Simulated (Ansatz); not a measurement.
A computed series for Mg: pressure series

The parent structure is Mg (space group P6/mmm, No. 191; a = 5.0664 Å, c = 3.0787 Å; a model cell, its experimental status unchecked).

Cell and atoms are relaxed at each pressure.

Calculations: PBEsol (Ansatz, a program for electronic structure, PAW, no spin-orbit coupling).

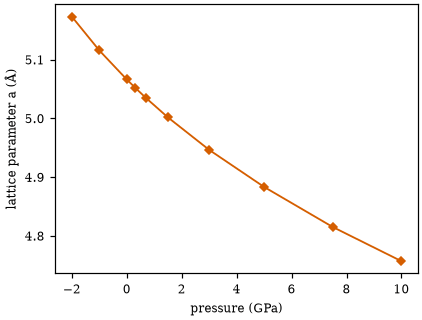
*Lattice parameter a against pressure*

Q: From the plot, what is the lattice parameter a for pressure 7.5 GPa?

A: About 4.82 Å.

Q: Is the trend monotonic over the range shown?

A: Yes, it falls throughout, spanning 4.757 Å to 5.173 Å.

Load acts through the strain it causes; cell and atoms are relaxed under it. No phonon test of stability was made. No other phases were tried under pressure. This is not the structure that Mg has at room temperature and ambient pressure.
